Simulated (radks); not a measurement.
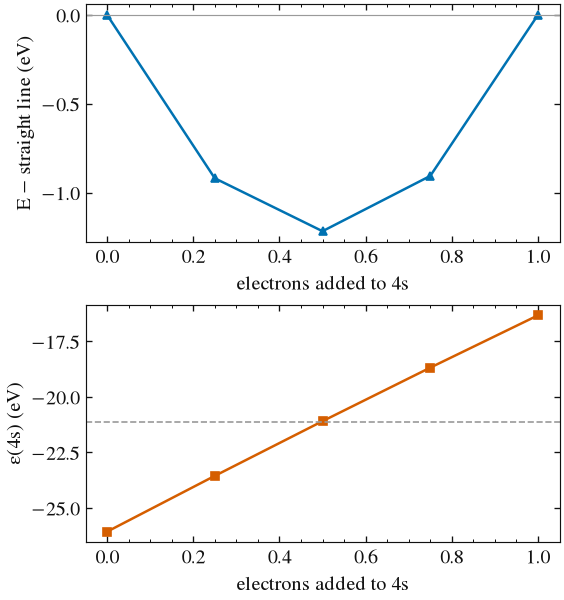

The occupation of the 4s shell is varied from Ga²⁺ ([Ar] 3d10 4s1) to Ga⁺ ([Ar] 3d10 4s2), with spherical fractional occupations. The plot shows the total energy less the straight line between the end points, and the eigenvalue of 4s (the dashed line is minus the energy to take the whole electron out). The values are computed.

Was this Hartree-Fock or a semilocal functional, and how does the plot tell?

Answer. It was a semilocal functional (LDA, GGA or meta-GGA): scalar-relativistic Kohn-Sham, PBE, spin-unpolarised, spherical densities, finite nucleus, computed with the in-house radial solver radks. The curve is convex (below the straight line), with the largest deviation among the points computed, −1.22 eV, at 0.5. The end points differ by 21.1 eV, the energy to take the electron out. The eigenvalue, which is the slope of the energy (Janak's theorem), moves from −26.1 eV at 0 to −16.3 eV at 1; for a straight line it would stay constant, and a parabola would sag by an eighth of this change, scaled to a whole electron, 1.22 eV. Convexity is the delocalisation error: fractional charges are too low in energy. For an s shell Hartree-Fock would as a rule bend the other way.
